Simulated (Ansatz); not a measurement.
**A computed series for VO2: pressure series**

Take VO2 (space group I4/mmm, No. 139; a = 8.339 Å, c = 3.766 Å; ferromagnetic; a cell from a computed database, its experimental status unchecked) as the base.

Cell and atoms are relaxed at each pressure.

The values are results of PBEsol (Ansatz, a program for electronic structure, PAW, spin-orbit coupling left out), not measurements.

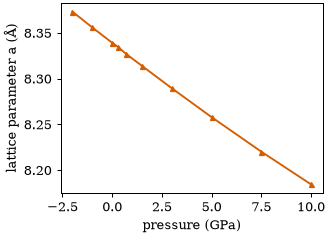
Lattice parameter a against pressure

| pressure (GPa) | lattice parameter a |
|---|---|
| -2 | 8.373 Å |
| -1 | 8.356 Å |
| 0.3 | 8.335 Å |
| 0.7 | 8.327 Å |
| 1.5 | 8.314 Å |
| 3 | 8.290 Å |
| 5 | 8.258 Å |
| 7.5 | 8.220 Å |
| 10 | 8.185 Å |

Other magnetic orders, which the real material may have, were not ruled out. Load acts through the strain it causes; cell and atoms are relaxed under it. No phonon test of stability was made. No other phases were tried under pressure. No Hubbard U is applied, and correlation can decide whether such a compound is a metal.
